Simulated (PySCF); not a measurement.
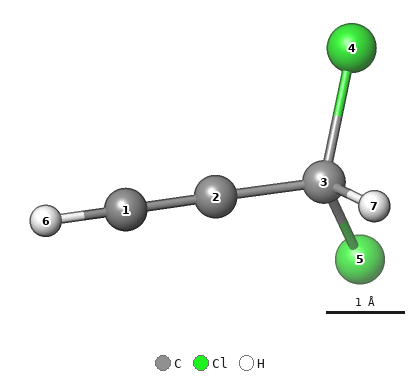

*The structure (ball-and-stick view, seen at a tilt; atoms are numbered from 1 in the order of the input).*

Bond lengths as drawn: C–C 1.21 to 1.45 Å, C–Cl 1.79 Å and C–H 1.07 to 1.10 Å.

**EOM-CCSD calculation, with input and output: C₃H₂Cl₂**

- system: C₃H₂Cl₂, SMILES C#CC(Cl)Cl
- method: EOM-CCSD/aug-cc-pVDZ, vertical, frozen core, gas phase (PySCF 2.14.0)

The geometry comes from this level: PBE0-D3(BJ)/def2-SVP.

### Log
```
E(HF) = -1033.7063601242
E(MP2) = -1034.4034505994
E(CCSD) = -1034.4395968701
T1 diagnostic = 0.0109

EOM-IP-CCSD (eV)   Koopmans (eV)
  10.9766      11.2973
  11.2216      11.3923
  11.4602      12.3372
  11.4869      12.5124
  12.2215      13.1806
  12.3196      13.3228
  15.5412      16.5608
  16.0820      17.4145
```

This output came from the following input.

### Input
```
{"job": {"kind": "eom", "basis": "aug-cc-pVDZ", "nee": 0}, "charge": 0, "multiplicity": 1}
C      1.772914     0.144166     0.243942
C      0.568112     0.052813     0.195308
C     -0.875277    -0.050555     0.171470
Cl    -1.388842    -1.704861    -0.265612
Cl    -1.584527     1.154003    -0.939160
H      2.844094     0.222840     0.282008
H     -1.303013     0.152796     1.161415
```

The first line tells a small driver script what to run in PySCF; the rest is the geometry in Å.

Run as:
```bash
OMP_NUM_THREADS=1 python <driver script> task.json out
```

### Summary

| quantity | value |
| --- | --- |
| outcome | converged |
| Hartree–Fock energy | −1033.706360 hartree |
| MP2 energy | −1034.403451 hartree |
| CCSD energy | −1034.439597 hartree |
| T1 diagnostic | 0.011 |
| hardware | 1 CPU thread, shared host |
| wall time | 2.4 min |
| peak memory | 2.5 GiB |

The electronic state found may not be the lowest one.
